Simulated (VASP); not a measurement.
Here is the system:

```yaml
crystal:
  lattice:
    - [0.00000, 2.01538, 2.01538]
    - [2.01538, 0.00000, 2.01538]
    - [2.01538, 2.01538, 0.00000]
  atoms:
    - { symbol: C, position: [0.00000, 0.00000, 0.00000] }
    - { symbol: Si, position: [0.50000, 0.50000, 0.50000] }
```

Calculation: r2SCAN meta-GGA, VASP's PBE PAW potentials (set 64) (plane waves; VASP). Run with 520 eV cut-off, 17×17×17 Γ-centred mesh, tetrahedra with Blöchl corrections, potentials C Si.

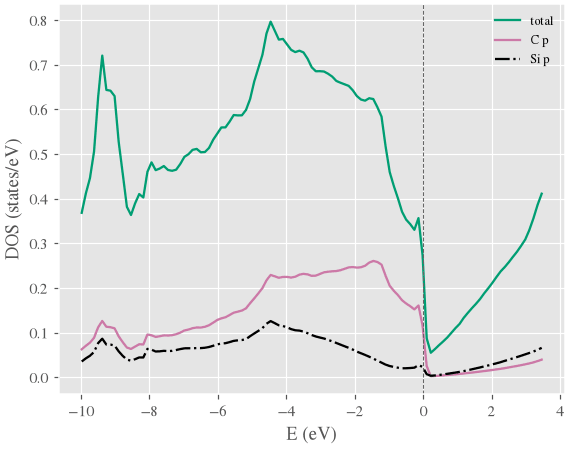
Figure: Total and projected density of states, zero at the Fermi level

Within 2 eV below the Fermi level the largest weight inside VASP's projection spheres is C p.

It has no gap at this level: it comes out as a metal or semimetal.

The structure was generated: SiC was put into the rocksalt type (Fm-3m), which need not be its known phase. It was relaxed first.
